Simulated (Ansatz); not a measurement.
**Convergence study of the k-point mesh for a (001) slab of Al (cut from a parent of space group no. 225; 4 atoms in the cell)**

```
Al
1.0
    2.87237     0.00000     0.00000
   -2.87237     2.87237     0.00000
    0.00000     0.00000    20.09331
Al
4
Cartesian
  0.00000   0.00000   9.03110
 -1.43619   1.43619   7.00001
  0.00000   0.00000  13.09330
 -1.43619   1.43619  11.06221
```

Method of the run: PBEsol, PAW files made with PBE (plane waves; Ansatz, a program for electronic structure).

Base settings: basis.ecutwfc = 420 eV; kpoints.mp_grid.grid = 15 15 1; hamiltonian.xc = pbesol; hamiltonian.pseudopotentials = {kind: paw} (the program's default PAW files); scf.occupations.method = gaussian; scf.occupations.width = 0.1 eV.

Only quantities that move along the ladder and can be compared are tabulated.

The count of work is k-points × plane waves × bands × iterations; it is no time. 

The starting cell has typed, rounded lattice constants, without a prior relaxation at this level. The slab is cut from that crystal, and its faces are unrelaxed. Its lattice was rescaled by up to half a per cent.

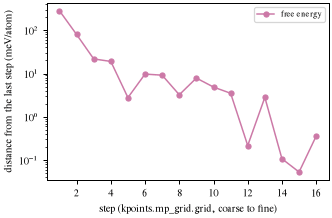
*Distance from the last step along the ladder; very small values are drawn at a floor.*

| kpoints.mp_grid.grid | free energy less the last step's (meV/atom) | largest difference of a force vector from the last step's (eV/Å) | count of work / last |
|---|---|---|---|
| 3 3 1 | 279.89 | 0.668 | 0.020 |
| 4 4 1 | 79.70 | 0.721 | 0.033 |
| 5 5 1 | -21.72 | 0.371 | 0.030 |
| 6 6 1 | -19.00 | 0.298 | 0.049 |
| 7 7 1 | -2.78 | 0.177 | 0.043 |
| 9 9 1 | 9.71 | 0.119 | 0.074 |
| 10 10 1 | 9.14 | 0.152 | 0.10 |
| 12 12 1 | -3.23 | 0.113 | 0.14 |
| 14 14 1 | 7.85 | 0.089 | 0.18 |
| 15 15 1 | -4.86 | 0.093 | 0.16 |
| 16 16 1 | -3.50 | 0.064 | 0.19 |
| 19 19 1 | -0.22 | 0.086 | 0.24 |
| 22 22 1 | 2.81 | 0.025 | 0.34 |
| 26 26 1 | -0.11 | 0.028 | 0.45 |
| 30 30 1 | -0.05 | 0.030 | 0.59 |
| 35 35 1 | -0.36 | 0.020 | 0.74 |
| 41 41 1 | 0.00 | 0.000 | 1.0 |

Coarsest kpoints.mp_grid.grid that holds the free energy within 2 meV/atom of the last step, with all finer ones: 26 26 1; the step before is off by 2.8 meV/atom.

Coarsest kpoints.mp_grid.grid that holds the forces within 0.01 eV/Å: not settled: the last two steps still differ by 0.020 eV/Å, over half the tolerance, so the ladder does not show it.

Two neighbours can agree and both be off: 9 9 1 and 10 10 1 differ by 0.57 meV/atom in the free energy, yet lie about 9.1 meV/atom from the last step.

Keys are those of Ansatz 0.2.
